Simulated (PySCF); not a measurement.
Molecule: SMILES C=C[CH2][AlH][O]C (C4H9AlO). Atoms near the plane z = 0.6 Å, at the GFN2-xTB optimised geometry (x, y, z in Å): Al1 (0.1, 0.9, 0.0), C2 (2.1, 0.9, 0.0), H5 (2.5, 0.3, 0.8), H6 (2.5, 1.9, 0.1), H10 (-0.7, 2.2, 0.0), O11 (-0.8, -0.4, -0.1), C12 (-1.6, -1.6, -0.1), H13 (-1.4, -2.2, 0.8), H14 (-2.6, -1.3, -0.1).

Computed with PBE0/def2-TZVP in PySCF 2.14.0. The values are rescaled to run from 0 to 1.

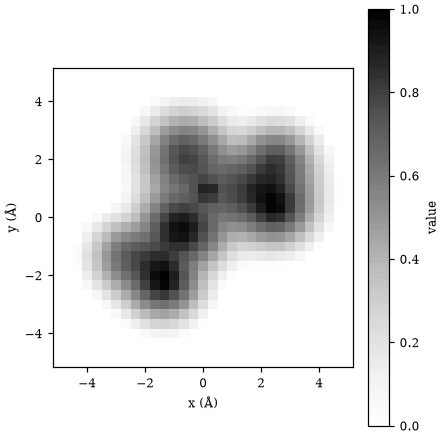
*a field on the plane z = 0.6 Å.*

Q: Which quantity is mapped?
A. an orbital amplitude
B. deformation density (molecule minus spherical neutral atoms)
C. log10 of the electron density
D. electrostatic potential

A: C, log10 of the electron density. In full: log10 of the electron density (e/bohr³), floored at −4.
